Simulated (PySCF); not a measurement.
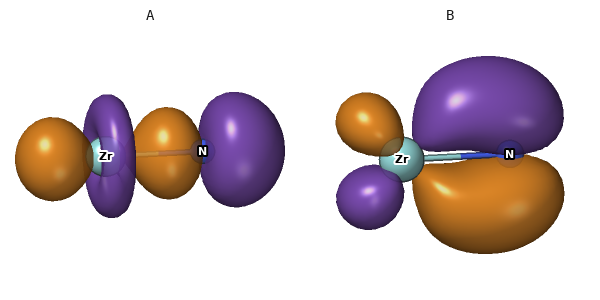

*ZrN (charge −1). Two frontier orbitals, each drawn at the value that holds 80 % of its norm (orange and purple are the two phases), in no order; of a degenerate pair one member is drawn.*

Core potentials replace the inner electrons of Zr.

Computed with PBE0/def2-TZVPPD, non-relativistic Hamiltonian with scalar-relativistic core potentials where named, at a bond length of 1.711 Å (PySCF).

**Name the orbitals and rank them from lowest to highest energy.**

Orbital B: π, occupied, −2.16 eV; bonding, with no node between the atoms.
Orbital A: σ, occupied, −1.67 eV; shared between the atoms (Zr 40 %, N 60 %).
